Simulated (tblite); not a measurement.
**Geometry relaxation, with input and output: C$_{3}$H$_{10}$O$_{3}$Si$_{3}$ (part 2 of 2)**

Continued. System: C$_{3}$H$_{10}$O$_{3}$Si$_{3}$. Method: GFN2-xTB geometry optimisation, gas phase (tblite 0.8.0). 

Geometry of the input (Å):
```
C  4.9806  -0.6409  0.1456
C  3.8501  -0.3573  -0.2226
Si 2.1881  0.0780  -0.7536
O  1.0512  -0.6549  0.2772
Si -0.5214  -0.1865  -0.2646
O  -1.2559  0.9509  0.7889
C  -1.5476  2.1153  0.0632
O  -1.5024  -1.5074  -0.6316
Si -2.7033  -1.8259  0.5227
H  5.9477  -0.8717  0.4786
H  1.9426  -0.4344  -2.1103
H  1.9872  1.5380  -0.6570
H  -0.3290  0.5517  -1.5439
H  -0.6086  2.5493  -0.3916
H  -2.1406  1.7821  -0.8293
H  -2.0568  2.8799  0.6679
H  -3.6218  -0.6893  0.7251
H  -2.1437  -2.3342  1.7710
H  -3.5262  -2.9335  -0.0281
```

## Trajectory as extended XYZ, continued
```
19
Properties=species:S:1:pos:R:3:forces:R:3 step=118 energy=-791.92195
C     3.9836   -1.4267    0.8466   -0.0540  -0.0020  -0.0280
C     3.3804   -0.8139    0.0054    0.0490   0.0150   0.0420
Si    2.5340    0.1937   -1.3004   -0.0350  -0.0540  -0.0240
O     0.9308   -0.0301   -1.1774    0.0260   0.0800   0.0190
Si   -0.6158    0.2671   -0.8867    0.0440  -0.0410   0.0000
O    -0.7174    1.7928   -0.3625   -0.0180  -0.0470   0.0030
C    -1.8725    2.4207    0.1172    0.0080   0.0150  -0.0220
O    -1.1519   -0.7677    0.2309   -0.0200  -0.0330   0.0140
Si   -2.0313   -1.9559    0.8843    0.0450  -0.0180   0.0110
H     4.4915   -1.9800    1.5839    0.0030  -0.0070   0.0100
H     2.8638   -0.3275   -2.6282   -0.0010  -0.0200  -0.0200
H     2.8926    1.6010   -1.1252   -0.0520   0.0300   0.0270
H    -1.3520    0.0331   -2.1160   -0.0120   0.0170  -0.0500
H    -1.7264    3.4996    0.0357    0.0040  -0.0300   0.0360
H    -2.7479    2.1302   -0.4672   -0.0100   0.0270   0.0050
H    -2.0492    2.1503    1.1616    0.0270   0.0050  -0.0300
H    -3.3284   -1.3729    1.2341   -0.0370   0.0270   0.0160
H    -1.2795   -2.3740    2.0660   -0.0090   0.0020  -0.0340
H    -2.2142   -3.0306   -0.0944    0.0410   0.0330   0.0260
19
Properties=species:S:1:pos:R:3:forces:R:3 step=142 energy=-791.96076
C     3.0337   -1.7677    1.0339    0.0600  -0.1900   0.3200
C     2.7836   -1.0230    0.1276   -0.1300   0.1900  -0.2350
Si    2.4581    0.0824   -1.3257    0.4210  -0.2480  -0.0200
O     0.9523    0.6139   -1.4921   -0.2840   0.1410   0.0210
Si   -0.6149    0.5723   -1.1805   -0.1230  -0.0450  -0.0660
O    -0.9380    1.9870   -0.4838   -0.0420   0.1160   0.0680
C    -2.1057    2.3554    0.1876   -0.0600  -0.0150   0.0450
O    -0.9699   -0.6508   -0.1954    0.0180   0.2810  -0.3210
Si   -1.2306   -1.7752    0.9056   -0.0640  -0.4640   0.3120
H     3.2513   -2.4001    1.8479   -0.0140  -0.0070  -0.0240
H     2.6922   -0.7332   -2.5198    0.0610   0.0410  -0.0530
H     3.2315    1.3025   -1.1526    0.1360   0.1070  -0.0360
H    -1.3004    0.3159   -2.4327   -0.0640   0.0300   0.0070
H    -1.9858    3.3802    0.5375    0.0550   0.0260   0.0440
H    -2.9685    2.3125   -0.4781   -0.0400  -0.0290  -0.0760
H    -2.3003    1.6968    1.0414    0.0760   0.0170  -0.0790
H    -2.5196   -1.4709    1.5206   -0.1060   0.0920   0.1000
H    -0.1399   -1.7433    1.8742    0.0240   0.0030   0.0190
H    -1.3390   -3.0454    0.1920    0.0770  -0.0450  -0.0260
19
Properties=species:S:1:pos:R:3:forces:R:3 step=165 energy=-792.00330
C     2.8558   -1.7864    1.0487   -0.0030   0.0160   0.0020
C     2.7239   -1.0628    0.0972    0.0230   0.0060   0.0230
Si    2.4905    0.0656   -1.3554   -0.0210   0.0200   0.0090
O     0.9763    0.6433   -1.3989    0.0110  -0.0030  -0.0160
Si   -0.6115    0.5844   -1.1820   -0.0010   0.0150   0.0020
O    -0.9456    1.9774   -0.4378    0.0130   0.0090  -0.0100
C    -2.1368    2.3276    0.2015    0.0060  -0.0370  -0.0110
O    -1.0625   -0.6921   -0.3023   -0.0080  -0.0140   0.0160
Si   -1.1366   -1.7520    0.9140    0.0120  -0.0040  -0.0100
H     2.9691   -2.4148    1.8858    0.0120  -0.0150  -0.0120
H     2.6928   -0.7096   -2.5822   -0.0110   0.0060  -0.0120
H     3.3266    1.2605   -1.2250   -0.0060  -0.0370   0.0060
H    -1.2666    0.4011   -2.4635   -0.0070   0.0180  -0.0040
H    -1.9947    3.3075    0.6591   -0.0130  -0.0130  -0.0030
H    -2.9616    2.3741   -0.5146    0.0210   0.0200   0.0110
H    -2.3880    1.5948    0.9728   -0.0130   0.0050  -0.0030
H    -2.4011   -1.4745    1.6046   -0.0040  -0.0050  -0.0100
H    -0.0029   -1.5718    1.8179   -0.0130   0.0110   0.0000
H    -1.1366   -3.0631    0.2678    0.0020  -0.0010   0.0230
19
Properties=species:S:1:pos:R:3:forces:R:3 step=189 energy=-792.01124
C     2.9031   -1.7997    1.0473   -0.0130  -0.0140   0.0000
C     2.7339   -1.0833    0.0962   -0.0020   0.0070   0.0040
Si    2.4704    0.0405   -1.3551   -0.0030   0.0280  -0.0040
O     0.9734    0.6635   -1.3763    0.0130  -0.0270  -0.0020
Si   -0.6171    0.5886   -1.1871    0.0110  -0.0050   0.0080
O    -0.9377    1.9353   -0.3575   -0.0190   0.0010  -0.0040
C    -2.1604    2.2892    0.2150   -0.0040   0.0180  -0.0010
O    -1.0780   -0.7490   -0.4035    0.0070   0.0030   0.0130
Si   -1.1193   -1.6997    0.9042    0.0000   0.0090   0.0240
H     3.0460   -2.4314    1.8775    0.0060   0.0030  -0.0060
H     2.6216   -0.7353   -2.5886    0.0070  -0.0060  -0.0010
H     3.3377    1.2132   -1.2337   -0.0080  -0.0170  -0.0140
H    -1.2750    0.4816   -2.4755    0.0130   0.0140  -0.0090
H    -2.0116    3.2088    0.7828    0.0010  -0.0210   0.0090
H    -2.9111    2.4621   -0.5595   -0.0130   0.0020  -0.0040
H    -2.5213    1.5006    0.8803    0.0050  -0.0030  -0.0010
H    -2.4162   -1.4412    1.5424    0.0040  -0.0120  -0.0150
H    -0.0273   -1.3746    1.8186   -0.0060   0.0030   0.0100
H    -1.0209   -3.0600    0.3802   -0.0010   0.0170  -0.0080
19
Properties=species:S:1:pos:R:3:forces:R:3 step=213 energy=-792.01996
C     2.8067   -1.8414    1.0309    0.0010  -0.0060   0.0010
C     2.6842   -1.1092    0.0847   -0.0120   0.0010   0.0000
Si    2.4589    0.0069   -1.3788    0.0040  -0.0150  -0.0150
O     0.9982    0.7128   -1.3754    0.0040   0.0120   0.0070
Si   -0.5951    0.6286   -1.2092    0.0000  -0.0100  -0.0050
O    -0.9656    1.9612   -0.3771    0.0000   0.0150  -0.0100
C    -2.1964    2.2184    0.2311    0.0040   0.0150  -0.0160
O    -1.0608   -0.7025   -0.4176    0.0090  -0.0010  -0.0020
Si   -1.0364   -1.5914    0.9339   -0.0170  -0.0250   0.0070
H     2.9205   -2.4821    1.8585    0.0010   0.0030   0.0030
H     2.5534   -0.8099   -2.5929   -0.0100   0.0180   0.0020
H     3.3851    1.1356   -1.3070   -0.0030   0.0040  -0.0010
H    -1.2320    0.5116   -2.5066    0.0040  -0.0020  -0.0150
H    -2.0334    2.9440    1.0293   -0.0130  -0.0210   0.0010
H    -2.8981    2.6343   -0.4963    0.0130   0.0070  -0.0120
H    -2.6259    1.3025    0.6435    0.0050   0.0130   0.0440
H    -2.4127   -1.5365    1.4402   -0.0020  -0.0100  -0.0100
H    -0.1103   -1.0450    1.9220    0.0040   0.0150   0.0170
H    -0.6501   -2.9288    0.4942    0.0050  -0.0090   0.0020
19
Properties=species:S:1:pos:R:3:forces:R:3 step=236 energy=-792.02463
C     2.7358   -1.8337    1.0079    0.0000  -0.0150   0.0040
C     2.6493   -1.1198    0.0441    0.0080   0.0140  -0.0040
Si    2.4646    0.0145   -1.4106   -0.0050   0.0000   0.0140
O     1.0131    0.7391   -1.3956   -0.0080   0.0110   0.0090
Si   -0.5742    0.6251   -1.1924    0.0080   0.0010  -0.0040
O    -0.9433    1.9651   -0.3713    0.0050  -0.0090  -0.0090
C    -2.1729    2.2351    0.2321    0.0050  -0.0010  -0.0020
O    -0.9975   -0.7054   -0.3773   -0.0090   0.0040   0.0010
Si   -1.0324   -1.6179    0.9575   -0.0050  -0.0070   0.0050
H     2.8192   -2.4636    1.8469    0.0020  -0.0110   0.0070
H     2.5472   -0.7708   -2.6440    0.0040  -0.0130  -0.0070
H     3.4052    1.1284   -1.3089    0.0050   0.0070  -0.0060
H    -1.2281    0.4832   -2.4799   -0.0060   0.0000   0.0020
H    -2.0151    2.9887    1.0040    0.0110   0.0170   0.0020
H    -2.8788    2.6183   -0.5083   -0.0140   0.0010  -0.0040
H    -2.5922    1.3337    0.6849   -0.0090  -0.0130   0.0120
H    -2.4497   -1.6692    1.3336   -0.0020   0.0010  -0.0070
H    -0.2440   -1.0200    2.0340    0.0010   0.0090  -0.0060
H    -0.5162   -2.9217    0.5509    0.0100   0.0020  -0.0040
19
Properties=species:S:1:pos:R:3:forces:R:3 step=260 energy=-792.02765
C     2.7518   -1.8649    1.0099   -0.0060   0.0050  -0.0030
C     2.6492   -1.1332    0.0608    0.0010  -0.0020   0.0030
Si    2.4495   -0.0008   -1.3942    0.0030   0.0040   0.0070
O     1.0032    0.7338   -1.3733   -0.0010  -0.0010  -0.0020
Si   -0.5886    0.6373   -1.1951    0.0010  -0.0010   0.0050
O    -0.9552    1.9851   -0.3864    0.0050   0.0060  -0.0030
C    -2.1732    2.2594    0.2381    0.0010   0.0000   0.0010
O    -1.0382   -0.6830   -0.3780   -0.0050  -0.0050  -0.0020
Si   -1.0228   -1.6198    0.9405    0.0030  -0.0050   0.0000
H     2.8465   -2.5057    1.8398    0.0030   0.0010  -0.0010
H     2.5225   -0.7985   -2.6212   -0.0030  -0.0030  -0.0040
H     3.3957    1.1104   -1.3108    0.0000  -0.0010  -0.0010
H    -1.2319    0.4999   -2.4883    0.0010  -0.0030   0.0020
H    -2.0224    3.1007    0.9153    0.0000   0.0050   0.0030
H    -2.9310    2.5232   -0.5036    0.0000   0.0020  -0.0040
H    -2.5245    1.3928    0.8042   -0.0020  -0.0050   0.0000
H    -2.4421   -1.7812    1.2723    0.0020  -0.0010   0.0000
H    -0.3068   -0.9719    2.0392   -0.0030  -0.0010  -0.0020
H    -0.3916   -2.8742    0.5385    0.0000   0.0050  -0.0010
```

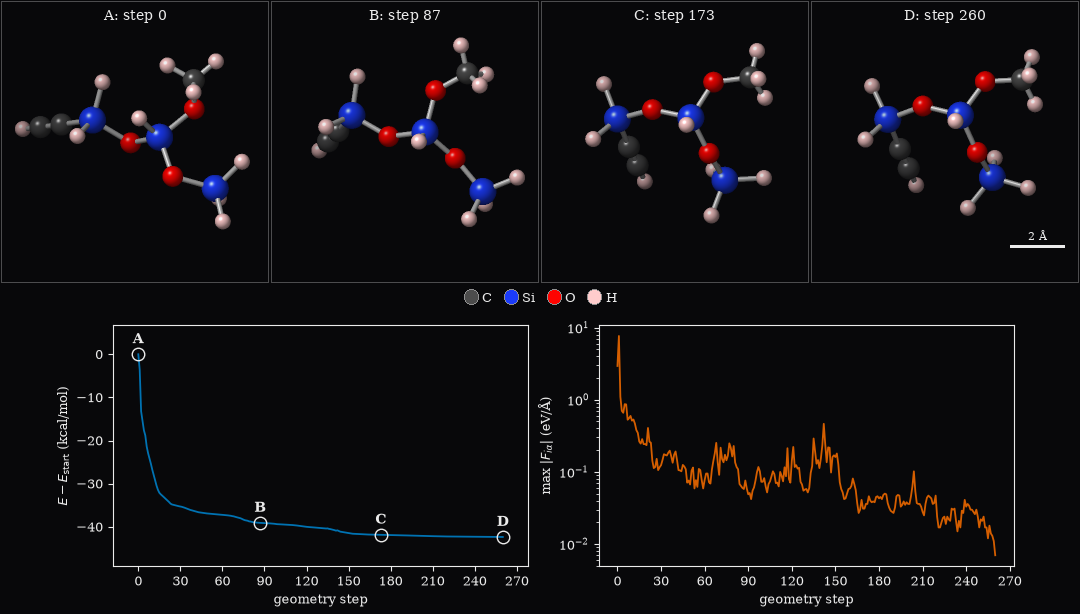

*Frames of the relaxation (ball-and-stick view, seen at a tilt) above the curves, on which the letters mark them (steps are counted from 0).*

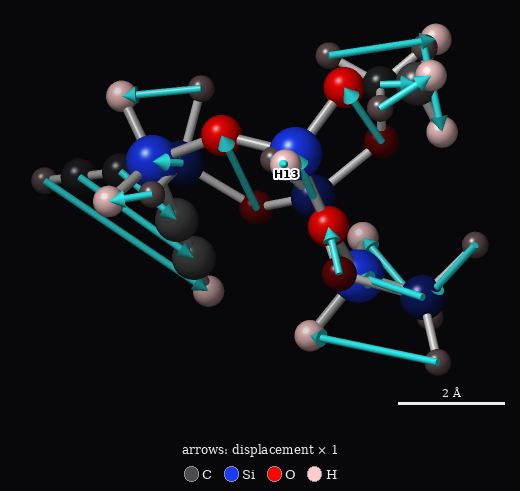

*Start (faint) and end (solid) with the displacements as teal arrows, at true length (ball-and-stick view, seen at a tilt). The two geometries are laid on each other by the best rigid fit.*

Over 260 geometry steps the energy falls by 42.4 kcal/mol. Largest force component: 2.9 eV/Å at the start, 0.007 eV/Å at the end. The atom that moves furthest after the best rigid fit is H10 (3.78 Å). By element the largest moves are H 3.78 Å, C 2.69 Å, O 2.16 Å, Si 1.71 Å. Among the contacts that change: O4–Si5 1.728 → 1.605 Å, Si5–O6 1.716 → 1.614 Å, O8–Si9 1.696 → 1.617 Å, Si5–O8 1.686 → 1.616 Å. Among the angles that change: Si3–O4–Si5 107.5° → 149.2°, Si5–O8–Si9 114.3° → 151.9°, Si5–O6–C7 108.8° → 125.9°. (Atoms are counted from 1 in the order of the input.)
